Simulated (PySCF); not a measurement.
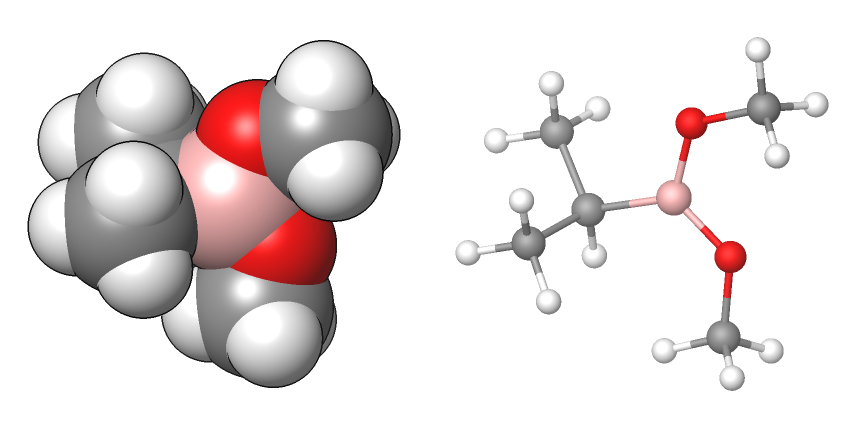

Two views of one molecule. Colours: carbon grey, oxygen red, boron pink, hydrogen white.

The geometry was computed by an optimisation with PBE0-D3(BJ)/def2-SVP. No frequency run is at hand to confirm it as a minimum.

Question: Give the formula.

Answer: C5H13BO2, 21 atoms: 5 carbon, 13 hydrogen, 1 boron and 2 oxygen.

Question: Write the SMILES.

Answer: COB(OC)C(C)C

More results for the same structure follow; atom numbers are the same in all pictures, views and colours differ.

**Geometry**

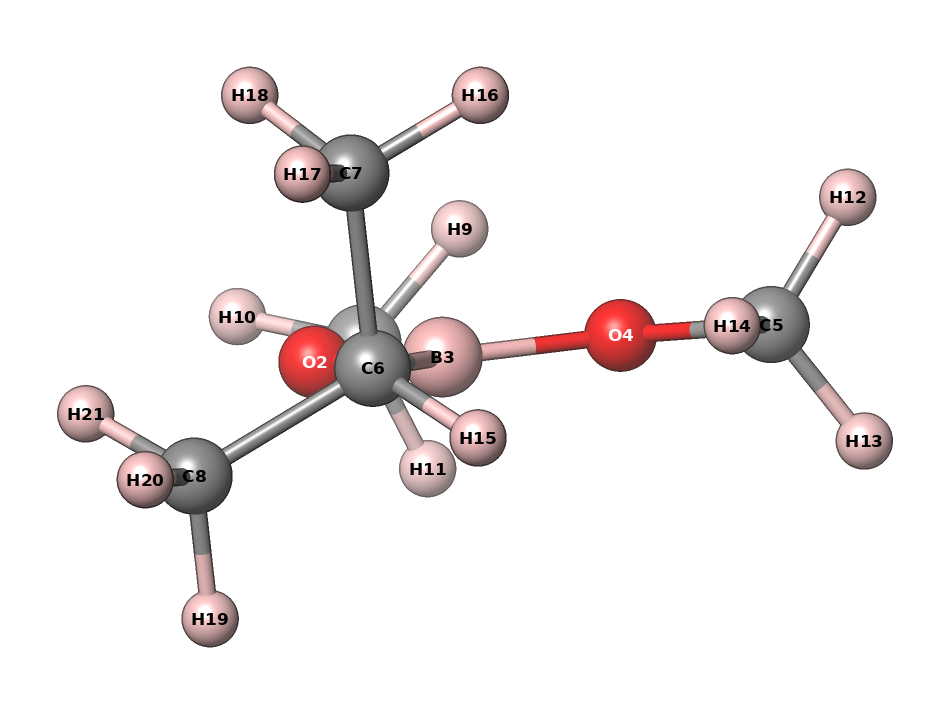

B3 lies behind C6. The molecule seen a little off the C6–B3 bond, C6 in front. Depth is shown by fading: the farther an atom, the more it takes the colour of the background. No frequency run is at hand to confirm it as a minimum.

Question: What is the torsion angle C7–C6–B3–O2? The sign is positive where the front bond must turn clockwise to cover the back bond.

Answer: −94°, about perpendicular.

**Excitation**

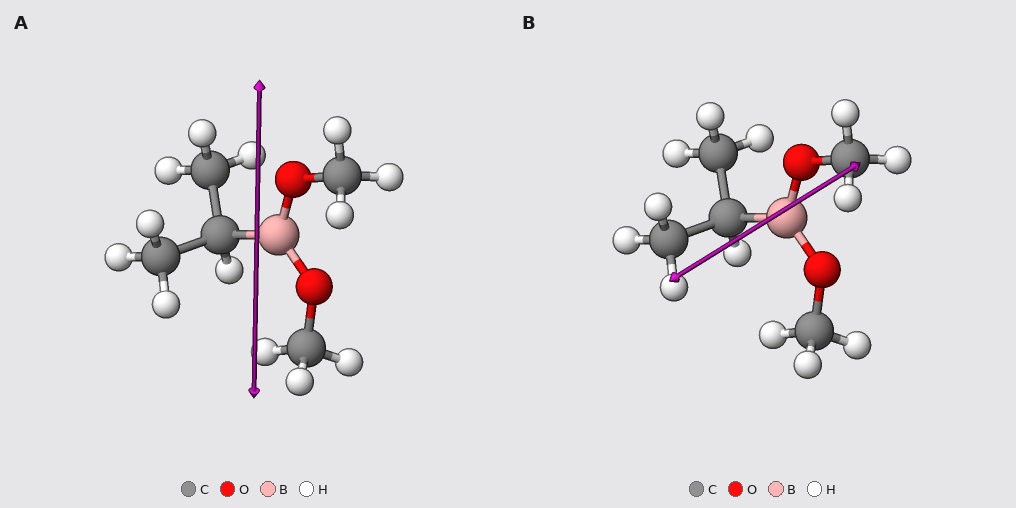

The double arrows show the directions of two transition dipoles from the ground state (lengths mean nothing). No frequency run is at hand to confirm it as a minimum. Level of theory: TDDFT CAM-B3LYP/def2-SVPD, vertical, gas phase, core orbitals frozen in the response (PySCF 2.14.0).

Question: One belongs to singlet state 5 and one to singlet state 9. Which is which?

Answer: A: state 5, 8.45 eV (147 nm), oscillator strength 0.070, of mixed character, with the largest part HOMO−1 → LUMO+2 (weight 0.35).
B: state 9, 8.84 eV (140 nm), oscillator strength 0.020, of mixed character, with the largest part HOMO−1 → LUMO+3 (weight 0.42).

**NMR shielding**

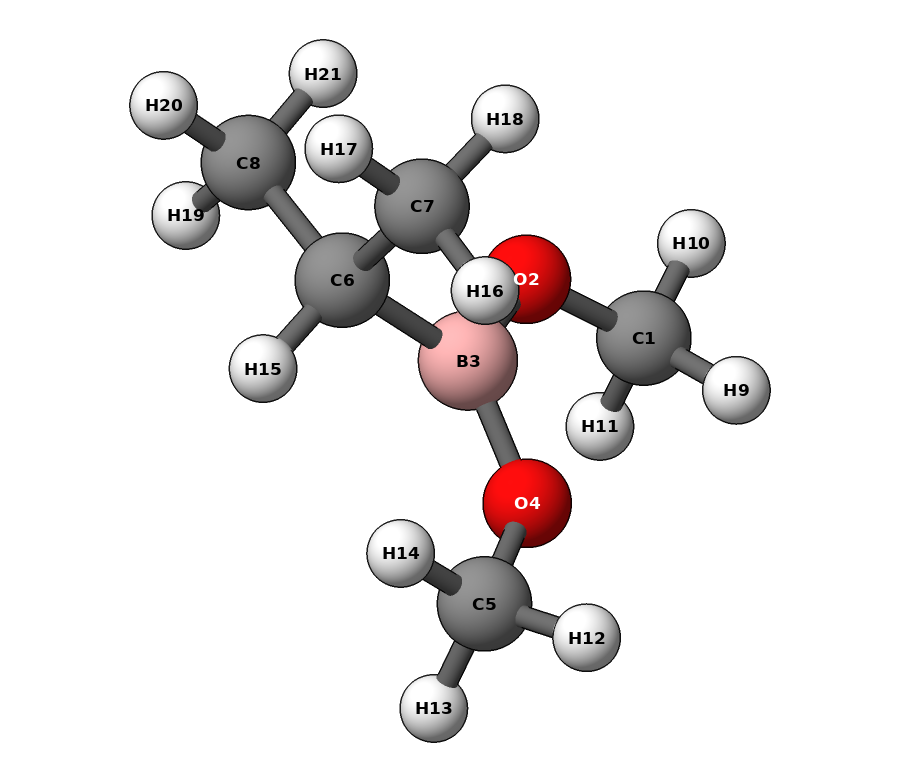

No frequency run is at hand to confirm it as a minimum. Method: GIAO CAM-B3LYP/pcSseg-1 NMR shielding, non-relativistic, gas phase (PySCF 2.14.0). Principal shieldings σ11 ≤ σ22 ≤ σ33, span Ω = σ33 − σ11, skew κ = 3(σiso − σ22)/Ω.

Give the shielding tensors of the B atoms.

```json
{"atom": "B3", "σ11": "48.4", "σ22": "70.5", "σ33": "85.3", "σiso": "68.1", "Ω": "36.9", "κ": "−0.20"}
```

Shieldings and span in ppm.

**Charges**

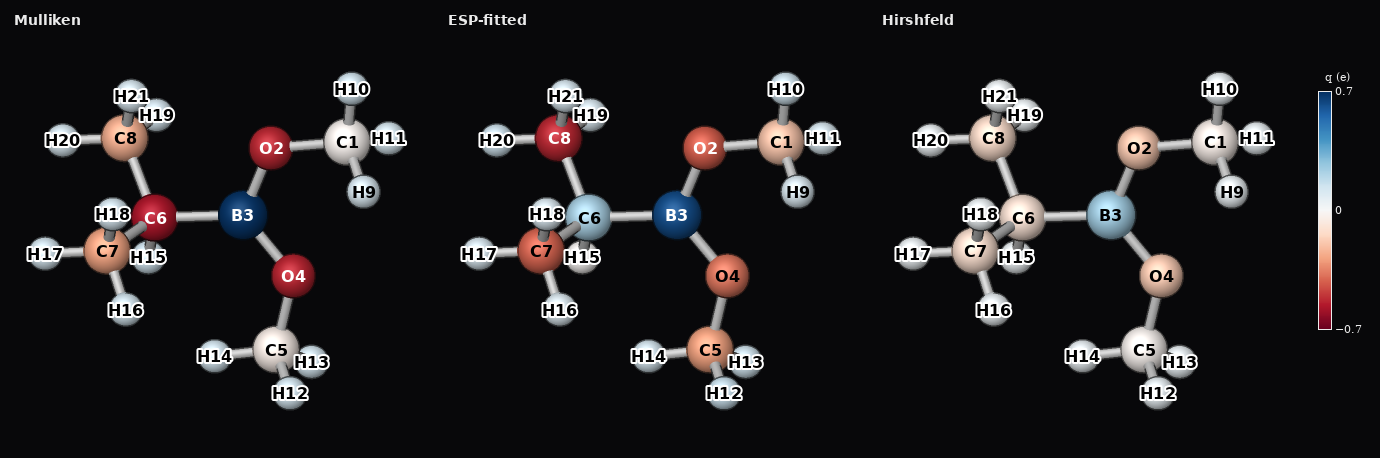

Atomic charges of one calculation by 3 schemes, on one colour scale. No frequency run is at hand to confirm it as a minimum. Level of theory: PBE0/pcSseg-1 in acetone (IEF-PCM) (PySCF 2.14.0).

Question: On which atom do the schemes disagree most?

Answer: On C6 (from −0.56 to 0.23 e).

List the charges (e), one line for each set of equivalent atoms.

```csv
atom,Mulliken,ESP-fitted,Hirshfeld
C1,−0.03,−0.20,−0.04
O2,−0.53,−0.42,−0.18
B3,0.69,0.62,0.24
O4,−0.53,−0.37,−0.18
C5,−0.04,−0.28,−0.03
C6,−0.56,0.23,−0.10
C7,−0.28,−0.41,−0.11
C8,−0.25,−0.53,−0.12
H9,0.11,0.10,0.04
H10,0.13,0.13,0.05
H11,0.11,0.11,0.04
H12,0.12,0.15,0.05
H13,0.12,0.14,0.05
H14,0.12,0.12,0.05
H15,0.13,−0.01,0.03
H16,0.12,0.09,0.04
H17,0.12,0.10,0.04
H18,0.11,0.09,0.04
H19,0.11,0.10,0.04
H20,0.11,0.14,0.03
H21,0.11,0.10,0.03
```

Mulliken values depend strongly on the basis set and can even reverse the polarity of a bond.
